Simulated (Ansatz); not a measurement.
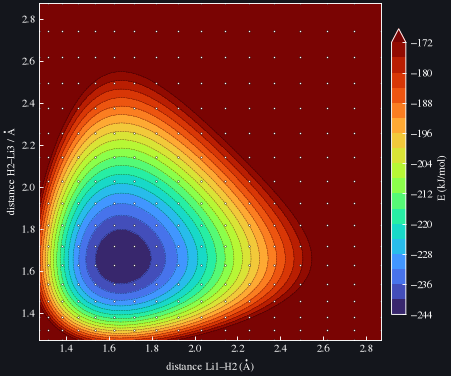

The system Li⁺ + HLi. The first coordinate is: distance Li1–H2; the second: distance H2–Li3. Nothing is relaxed (the angle Li1–H2–Li3 is fixed at 180 degrees). The grid has 17 × 17 points; 153 points were computed and 136 follow by symmetry. Points are written as (first, second). Energies are in kJ/mol, from Li with charge +1 far from the relaxed HLi (each part in its own basis). The reference is spin-restricted, so regions where a bond is pulled apart into radicals lie too high. Method: Ansatz 0.2.0, RHF/aug-cc-pVTZ.

In the figure: filled contours, dots at the grid points, one colour for all values above the top of the scale. Between grid points the surface is interpolated.

> Where is the minimum, and how stiff is the well along each coordinate?

The interpolated minimum is at distance Li1–H2 ≈ 1.657 Å, distance H2–Li3 ≈ 1.657 Å. The curvatures there are about 4.9 eV/Å² and 4.9 eV/Å², with a cross term of about 0 eV/Å². Round the minimum the contours are nearly round: the two directions are equally stiff and uncoupled. (1 eV is 96.5 kJ/mol.)
